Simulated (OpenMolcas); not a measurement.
**One shape, several levels: doublet C2H7Al−**

Aim: a comparison of 6 runs (UHF/3-21G, UB3LYP/6-31G*, U-revPBE/def2-SVPD, UBHLYP/def2-SVPD, UPBE0/def2-SVPD, UTPSS/def2-SVPD) of doublet C2H7Al−. 

Program for the calculation: OpenMolcas 26.06.

## Step 1: The structure to begin with

C2H7Al− has 10 atoms, charge -1, and is taken as a doublet. SMILES of the parent species: `[CH3][AlH][CH3]`. Geometry: relaxed at PBE0-D4/def2-TZVP. That shape belongs to the parent species and isn't relaxed for this state.

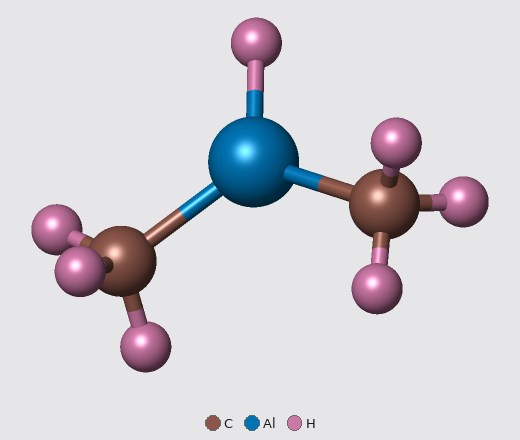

Viewed from a chosen angle; carbon brown, aluminium blue, hydrogen pink.

## Step 2: A single-point energy at UHF/3-21G (run 1)

struct.xyz reads:

```xyz
10

C     -1.219100     0.923600    -0.783300
Al     0.496800     0.021800    -0.536400
C      0.903900    -0.949000     1.109700
H     -2.054000     0.233200    -0.621200
H     -1.337000     1.368500    -1.773800
H     -1.340300     1.723700    -0.043600
H      1.605700     0.078800    -1.681200
H      0.069000    -0.980000     1.814000
H      1.201900    -1.980900     0.894300
H      1.756300    -0.490900     1.624500
```

run.inp reads:

```
&GATEWAY
BasLib=$CurrDir
Coord=struct.xyz
Basis=3-21G
Group=NoSym
&SEWARD
&SCF
UHF
Charge=-1
Spin=2
Thresholds=1e-10 1e-07 1e-07 1e-05
PrOrbitals=1 1
```

The basis set 3-21G is read from a file made from the Basis Set Exchange's data (not shown).

Run with:

```bash
$ export MOLCAS_MEM=1860
$ pymolcas run.inp > run.log
```

The program printed:

```text
--- Start Module: gateway ---
[...]
--- Stop Module: gateway /rc=_RC_ALL_IS_WELL_ ---
--- Start Module: seward ---
[...]
      Basis functions           45
--- Stop Module: seward /rc=_RC_ALL_IS_WELL_ ---
[...]
--- Start Module: scf ---
[...]
       Convergence after  18 Iterations
[...]
::    Total SCF energy                               -319.9099724733
[...]
      Total spin, S                                     0.5068497712
[...]
      Total electronic charge=   33.000000
      Total            charge=   -1.000000
[...]
      Dipole Moment (debye):
      Origin of the operator (angstrom)=    0.1641    0.0041   -0.1782
                   X= -1.7954E+00               Y= -4.8421E-02               Z=  2.0873E+00           Total=  2.7537E+00
      Center of Charge (angstrom)
[...]
--- Stop Module: scf /rc=_RC_ALL_IS_WELL_ ---
[...]
```

Wall time 3 s (1 thread of Intel Xeon Platinum 8259CL at 2.50GHz (Skylake/Cascade Lake), shared host); peak memory 0.38 GiB.

## Step 3: A single-point energy at UB3LYP/6-31G(d) (Cartesian functions) (run 2)

run.input reads:

```
* C2H7Al Kohn-Sham DFT

&GATEWAY
  BasLib = $CurrDir
  Coord
  10
  angstrom
  C       -1.219100       0.923600      -0.783300
  Al       0.496800       0.021800      -0.536400
  C        0.903900      -0.949000       1.109700
  H       -2.054000       0.233200      -0.621200
  H       -1.337000       1.368500      -1.773800
  H       -1.340300       1.723700      -0.043600
  H        1.605700       0.078800      -1.681200
  H        0.069000      -0.980000       1.814000
  H        1.201900      -1.980900       0.894300
  H        1.756300      -0.490900       1.624500
  Basis = 6-31Gs
  Group = NoSym

&SEWARD
  GridInput
  Grid=UltraFine
  End of Grid

&SCF
  UHF
  Charge = -1
  Spin = 2
  KSDFT = B3LYP
  Thresholds = 1e-10 1e-07 1e-07 1e-05
  PrOrbitals = 1 1
```

The basis set 6-31G* is read from a file made from the Basis Set Exchange's data (not shown).

Run with:

```bash
$ export MOLCAS_MEM=1860
$ pymolcas run.input > run.log
```

The program printed:

```text
--- Start Module: gateway ---
[...]
--- Stop Module: gateway /rc=_RC_ALL_IS_WELL_ ---
--- Start Module: seward ---
[...]
      Basis functions           63
--- Stop Module: seward /rc=_RC_ALL_IS_WELL_ ---
[...]
--- Start Module: scf ---
[...]
       Convergence after  18 Iterations
[...]
::    Total KS-DFT energy                            -322.8284814795
[...]
      Total spin, S                                     0.5014503141
[...]
      Total electronic charge=   33.000000
      Total            charge=   -1.000000
[...]
      Dipole Moment (debye):
      Origin of the operator (angstrom)=    0.1641    0.0041   -0.1782
                   X= -1.8973E+00               Y= -7.7635E-02               Z=  2.2033E+00           Total=  2.9087E+00
      Center of Charge (angstrom)
[...]
--- Stop Module: scf /rc=_RC_ALL_IS_WELL_ ---
[...]
```

Wall time 44 s (1 thread of Intel Xeon Platinum 8259CL at 2.50GHz (Skylake/Cascade Lake), shared host); peak memory 0.4 GiB.

Runs 3 to 4 aren't shown in full; the table further down has their settings and results.

## Step 4: A single-point energy at UPBE0/def2-SVPD (run 5)

geom.xyz reads:

```xyz
10

C     -1.219100     0.923600    -0.783300
Al     0.496800     0.021800    -0.536400
C      0.903900    -0.949000     1.109700
H     -2.054000     0.233200    -0.621200
H     -1.337000     1.368500    -1.773800
H     -1.340300     1.723700    -0.043600
H      1.605700     0.078800    -1.681200
H      0.069000    -0.980000     1.814000
H      1.201900    -1.980900     0.894300
H      1.756300    -0.490900     1.624500
```

run.inp reads:

```
&GATEWAY
  BasLib=$CurrDir
  Coord=geom.xyz
  Basis=def2-SVPD
  Group=NoSym

&SEWARD
  GridInput
  Grid=UltraFine
  End of Grid

&SCF
  UHF
  Charge=-1
  Spin=2
  KSDFT=PBE0
  Thresholds=1e-10 1e-07 1e-07 1e-05
  PrOrbitals=1 2
```

The basis set def2-SVPD is read from a file made from the Basis Set Exchange's data (not shown).

Run with:

```bash
$ export MOLCAS_MEM=1860
$ pymolcas run.inp > run.log
```

The program printed:

```text
--- Start Module: gateway ---
[...]
--- Stop Module: gateway /rc=_RC_ALL_IS_WELL_ ---
--- Start Module: seward ---
[...]
      Basis functions          120
--- Stop Module: seward /rc=_RC_ALL_IS_WELL_ ---
[...]
--- Start Module: scf ---
[...]
       Convergence after  20 Iterations
[...]
::    Total KS-DFT energy                            -322.4775444623
[...]
      Total spin, S                                     0.5028297514
[...]
      Total electronic charge=   33.000000
      Total            charge=   -1.000000
[...]
      Dipole Moment (debye):
      Origin of the operator (angstrom)=    0.1641    0.0041   -0.1782
                   X= -2.0022E+00               Y=  4.4390E-02               Z=  2.5752E+00           Total=  3.2623E+00
      Center of Charge (angstrom)
[...]
--- Stop Module: scf /rc=_RC_ALL_IS_WELL_ ---
[...]
```

Wall time 2.2 min (1 thread of Intel Xeon Platinum 8259CL at 2.50GHz (Skylake/Cascade Lake), shared host); peak memory 0.76 GiB.

## Step 5: A single-point energy at UTPSS/def2-SVPD (run 6)

job.input reads:

```
&GATEWAY
 BasLib = $CurrDir
 Coord
 10
 angstrom
 C       -1.219100       0.923600      -0.783300
 Al       0.496800       0.021800      -0.536400
 C        0.903900      -0.949000       1.109700
 H       -2.054000       0.233200      -0.621200
 H       -1.337000       1.368500      -1.773800
 H       -1.340300       1.723700      -0.043600
 H        1.605700       0.078800      -1.681200
 H        0.069000      -0.980000       1.814000
 H        1.201900      -1.980900       0.894300
 H        1.756300      -0.490900       1.624500
 Basis = def2-SVPD
 Group = NoSym

&SEWARD
 GridInput
 Grid=UltraFine
 End of Grid

&SCF
 UHF
 Charge = -1
 Spin = 2
 KSDFT = 2
 1.0 MGGA_X_TPSS
 1.0 MGGA_C_TPSS
 Thresholds = 1e-10 1e-07 1e-07 1e-05
 PrOrbitals = 1
```

The basis set def2-SVPD is read from a file made from the Basis Set Exchange's data (not shown).

Run with:

```bash
$ export MOLCAS_MEM=1860
$ pymolcas job.input > job.log
```

The program printed:

```text
--- Start Module: gateway ---
[...]
--- Stop Module: gateway /rc=_RC_ALL_IS_WELL_ ---
--- Start Module: seward ---
[...]
      Basis functions          120
--- Stop Module: seward /rc=_RC_ALL_IS_WELL_ ---
[...]
--- Start Module: scf ---
[...]
       Convergence after  20 Iterations
[...]
::    Total KS-DFT energy                            -322.7373712960
[...]
      Total spin, S                                     0.5022846154
[...]
      Dipole Moment (debye):
      Origin of the operator (angstrom)=    0.1641    0.0041   -0.1782
                   X= -1.9491E+00               Y=  3.2790E-02               Z=  2.4998E+00           Total=  3.1701E+00
      Center of Charge (angstrom)
[...]
--- Stop Module: scf /rc=_RC_ALL_IS_WELL_ ---
[...]
```

It took 3.7 min on 1 thread of Intel Xeon Platinum 8259CL at 2.50GHz (Skylake/Cascade Lake), shared host; peak memory 0.76 GiB.

## Step 6: Overview of the runs

```
run                                level  Cartesian functions  integration grid  energy (Eh)  HOMO energy (eV)  LUMO energy (eV)   ⟨S²⟩  wall time
  1                            UHF/3-21G                   no                 –  -319.909972              1.19              8.43  0.764        3 s
  2  UB3LYP/6-31G* (Cartesian functions)                  yes         UltraFine  -322.828481              2.82              4.93  0.753       44 s
  3                   U-revPBE/def2-SVPD                   no         UltraFine  -322.617173              3.03              3.27  0.755    2.5 min
  4                     UBHLYP/def2-SVPD                   no         UltraFine  -322.632982              2.00              4.23  0.755    2.6 min
  5                      UPBE0/def2-SVPD                   no         UltraFine  -322.477544              2.37              3.76  0.756    2.2 min
  6                      UTPSS/def2-SVPD                   no         UltraFine  -322.737371              2.99              3.40  0.755    3.7 min
```

## Step 7: Summary of results

| quantity | value |
| --- | --- |
| run 6: total energy | -322.73737 Eh |
| run 6: HOMO energy (highest over α and β) | 2.99 eV |
| run 6: LUMO energy (lowest over α and β) | 3.40 eV |
| run 6: ⟨S²⟩ | 0.755 |

In words: Totals of different functionals can't be ranked against each other. In runs 1, 2, 3, 4, 5, 6 the HOMO lies above zero, so the outermost electron may be held by the basis alone. All runs together took 12 min, the longest 3.7 min.
